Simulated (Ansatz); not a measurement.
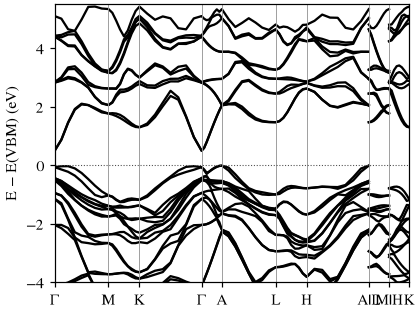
Figure. Band structure from the program Ansatz at the r²SCAN with spin–orbit coupling level (PAW)

The gap is 0.50 eV; an edge lies off the plotted path or next to a special point (maximum on the A–L line, 3 % of the way from A, minimum at Γ).

The material is CdTe in space group P6_422 (No. 181; Cd on 3c, Te on 3d).

The workflow started from a Materials Project entry (that database holds measured and hypothetical structures alike); the Crystallography Open Database copy checked does not list it. It is not the phase usual at ambient conditions (space group No. 216). The r²SCAN relaxation kept the symmetry of its start; its stability against distortions is not shown here. Point labels and valley counts follow the cell and symmetry of the run, lower than the named group.

Potentials: the later of the program's two PAW sets.
